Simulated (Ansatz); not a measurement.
# AlBH₅NSi: up Jacob's ladder to CCSD(T)

Aim: compute AlBH₅NSi with functionals from several rungs and with coupled cluster. The yardstick is the atomisation energy at the CCSD(T) limit.

Program: Ansatz 0.2.0, Gaussian basis. Level of theory: functionals in def2-TZVPP, the program's frozen cores in correlated methods. These are calculated values, not measurements.

Plan: LDA (SPW92), PBE-D4, revPBE-D4, BLYP-D4, r2SCAN-D4, B97M-V, PBE0-D4, B3LYP-D4, r2SCANh-D4, r2SCAN0-D4, HSE06-D4, BHLYP-D4, CAM-B3LYP-D4, LC-ωPBE, ωB97X-V, ωB97M-V, B2PLYP, PBE-QIDH; CCSD(T)/def2-SVP; CCSD(T)/def2-TZVPP; MP2/def2-QZVPP; extrapolation to the limit; RPA on PBE.

## Step 1: Structure used throughout

The geometry comes from an earlier relaxation with PBE0-D4 in a triple-zeta def2 set; it is a stationary point, not always the lowest conformer.

9 atoms, charge 0, spin multiplicity 1.

Atoms are counted from 1 here; the program's logs count them from 0.

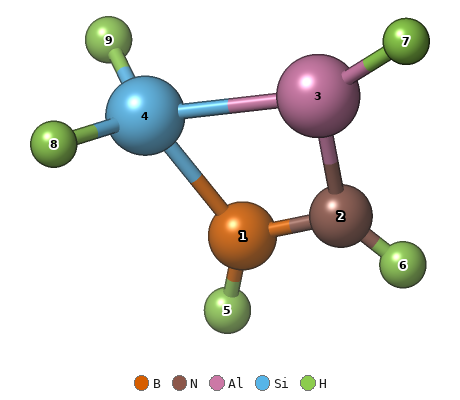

The structure; boron orange, nitrogen brown, aluminium pink, silicon blue, hydrogen green; atoms are numbered from 1 in the order of the file.

## Step 2: LDA

This LDA is Slater exchange with PW92 correlation.

File in.yaml:

```yaml
crystal:
  periodic: [false, false, false]
  atoms:
    - {symbol: B, position_ang: [-0.793778, 0.819400, -0.042710]}
    - {symbol: N, position_ang: [0.042586, 0.658404, -1.167616]}
    - {symbol: Al, position_ang: [1.140122, -0.726868, -0.703696]}
    - {symbol: Si, position_ang: [-0.170415, -0.595515, 1.309759]}
    - {symbol: H, position_ang: [-1.661148, 1.646949, 0.005676]}
    - {symbol: H, position_ang: [-0.065745, 1.249910, -1.980521]}
    - {symbol: H, position_ang: [2.267595, -1.311480, -1.659779]}
    - {symbol: H, position_ang: [-1.125807, -1.685643, 1.653373]}
    - {symbol: H, position_ang: [0.455188, -0.101457, 2.568415]}
basis:
  gaussian: {orbitals: def2-TZVPP}
hamiltonian: {xc: lda}
output: {orbitals: {seedname: orbitals}}
```

The run is started by

```sh
> ansatz run in.yaml --threads 2 --pin off --events-out ev --progress --plain --max-ram 4352MiB
```

After this run come: PBE-D4 (GGA); revPBE-D4 (GGA); BLYP-D4 (GGA); r2SCAN-D4 (meta-GGA); B97M-V (meta-GGA); B3LYP-D4 (hybrid); r2SCANh-D4 (hybrid); r2SCAN0-D4 (hybrid); HSE06-D4 (hybrid); BHLYP-D4 (hybrid); CAM-B3LYP-D4 (range-separated); LC-ωPBE (range-separated); ωB97X-V (range-separated); ωB97M-V (range-separated); B2PLYP (double hybrid); PBE-QIDH (double hybrid); CCSD(T) in def2-SVP; CCSD(T) in def2-TZVPP; MP2 in def2-QZVPP; RPA on PBE orbitals.

Before running them: what should the planned runs give, taken together? Wanted: atomisation energy, CCSD(T)/CBS; farthest beyond LDA; mean size of error, GGA; mean size of error, meta-GGA; mean size of error, hybrid; mean size of error, range-separated; mean size of error, double hybrid; gap, smallest and largest; T1 diagnostic.

**Answer**, as computed:

| quantity | value |
| --- | --- |
| atomisation energy, CCSD(T)/CBS | 30.223 eV |
| functionals within 0.151 eV (0.5 %) | BLYP-D4, PBE0-D4, B3LYP-D4, r2SCANh-D4, HSE06-D4, LC-ωPBE |
| farthest beyond LDA | B97M-V (+0.497 eV) |
| mean size of error, GGA | 0.239 eV |
| mean size of error, meta-GGA | 0.353 eV |
| mean size of error, hybrid | 0.156 eV |
| mean size of error, range-separated | 0.195 eV |
| mean size of error, double hybrid | 0.229 eV |
| gap, smallest and largest | 3.22 eV (LDA (SPW92)), 9.58 eV (LC-ωPBE) |
| T1 diagnostic | 0.0145 |
| triples share of the correlation energy | 4.1 % |

The LDA atomisation energy is off by 3.911 eV (13 %): it overbinds. PBE-D4 misses by +0.391 eV. Double hybrids carry the basis error of their MP2 part in triple zeta, and no dispersion term here, so their miss is partly the set-up's. By mean error the best rung here is hybrid (0.156 eV) and the worst beyond LDA is meta-GGA (0.353 eV). The gap between the best rungs is small, so their order is not settled. The reference freezes the cores and leaves out relativity and excitations past (T), so misses under about 0.151 eV can't be ranked. Hartree-Fock recovers 74 % of the binding; the rest is correlation. CCSD(T) in def2-SVP is off by -1.838 eV, worse than the median functional, from the basis alone. The gap grows from 3.2 to 9.6 eV across the functionals, mostly with the share of exact exchange.
